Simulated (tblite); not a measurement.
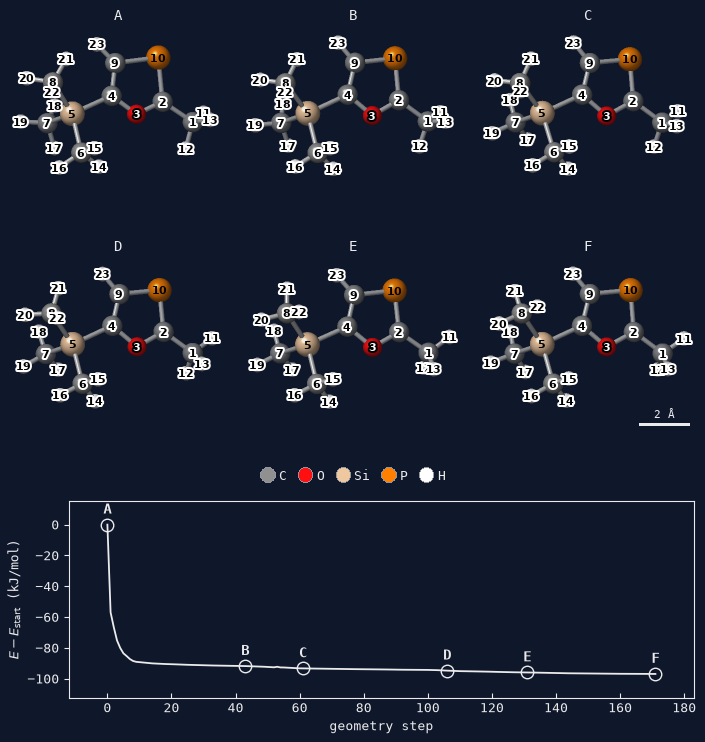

Frames of a relaxation of C7H13OPSi, marked on the history of the run. Style: ball-and-stick. Shown at a tilt.

Theory: GFN2-xTB geometry optimisation, gas phase in tblite. 

Q: What happens along the run?

A: The atom that moves furthest after the best rigid fit is H21 (1.01 Å). By element the largest moves are H 1.01 Å, C 0.22 Å, P 0.12 Å, O 0.08 Å, Si 0.06 Å. Some distances before and after: C9–P10 1.883 → 1.762 Å, C2–P10 1.810 → 1.719 Å, C2–O3 1.261 → 1.340 Å, O3–C4 1.291 → 1.345 Å. Bond angles that change, for instance: Si5–C4–C9 121.4° → 130.5°, C2–O3–C4 120.5° → 112.5°, C4–C9–P10 105.4° → 111.9°. Groups turn about Si5–C8 by about 55°, C1–C2 by about 50°, Si5–C7 by about 25°. Over 171 geometry steps the energy falls by 96.9 kJ/mol. Cost: 1.9 s on 1 thread of Arm Neoverse V1, with other jobs on the host. From step 0 to 43: H23 moves most (0.31 Å), energy −91.8 kJ/mol. From step 43 to 61: H18 moves most (0.38 Å), energy −1.51 kJ/mol. From step 61 to 106: H11 moves most (0.40 Å), energy −1.44 kJ/mol. From step 106 to 131: H22 moves most (0.38 Å), energy −1.17 kJ/mol. From step 131 to 171: H21 moves most (0.32 Å), energy −0.98 kJ/mol.

| step | E − E(0), kJ/mol |
| --- | --- |
| 0 | 0.00 |
| 1 | -56.96 |
| 2 | -66.62 |
| 3 | -75.16 |
| 4 | -80.04 |
| 5 | -83.52 |
| 6 | -85.30 |
| 7 | -87.20 |
| 8 | -88.48 |
| 9 | -89.04 |
| 10 | -89.26 |
| 18 | -90.46 |
| 27 | -91.08 |
| 35 | -91.49 |
| 44 | -91.85 |
| 52 | -92.60 |
| 61 | -93.31 |
| 69 | -93.63 |
| 78 | -93.80 |
| 86 | -93.97 |
| 95 | -94.19 |
| 103 | -94.45 |
| 112 | -95.12 |
| 120 | -95.46 |
| 129 | -95.86 |
| 137 | -96.23 |
| 146 | -96.53 |
| 154 | -96.69 |
| 163 | -96.85 |
| 171 | -96.90 |
